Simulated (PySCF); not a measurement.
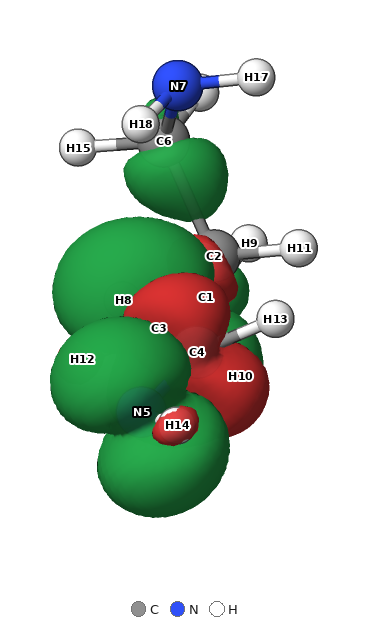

Figure. C5H11N2 (doublet). Isosurfaces of the spin density (α minus β) at +0.015 (green) and −0.015 e/Å³ (red), seen at an oblique angle.

Geometry: GFN2-xTB.

Level of theory: UKS B3LYP, pcH-1 on C H N, non-relativistic, mean-field spin-orbit, GIAO in PySCF.

```yaml
atoms:
  - { symbol: C, position_ang: [-0.9699, -1.4339, 1.2231] }
  - { symbol: C, position_ang: [-0.3850, -0.5599, 0.1131] }
  - { symbol: C, position_ang: [0.8970, 0.0433, 0.5175] }
  - { symbol: C, position_ang: [1.9837, 0.2028, -0.3346] }
  - { symbol: N, position_ang: [3.0589, 0.7996, 0.0729] }
  - { symbol: C, position_ang: [-1.4181, 0.5710, -0.2320] }
  - { symbol: N, position_ang: [-1.0992, 1.3739, -1.3777] }
  - { symbol: H, position_ang: [-1.1645, -0.8395, 2.1124] }
  - { symbol: H, position_ang: [-1.9037, -1.8857, 0.8969] }
  - { symbol: H, position_ang: [-0.2733, -2.2270, 1.4833] }
  - { symbol: H, position_ang: [-0.2472, -1.1617, -0.7938] }
  - { symbol: H, position_ang: [0.9814, 0.4442, 1.5158] }
  - { symbol: H, position_ang: [1.8776, -0.2066, -1.3512] }
  - { symbol: H, position_ang: [3.7948, 0.8557, -0.6266] }
  - { symbol: H, position_ang: [-1.5134, 1.2315, 0.6326] }
  - { symbol: H, position_ang: [-2.3852, 0.0945, -0.4143] }
  - { symbol: H, position_ang: [-1.0001, 0.8077, -2.2125] }
  - { symbol: H, position_ang: [-0.2424, 1.8964, -1.2366] }
```

**Which atoms carry the spin?**

The unpaired spin (1 electron) lies mostly on C3 (about 0.4) and N5 (about 0.4), in electrons by Hirshfeld's partition.
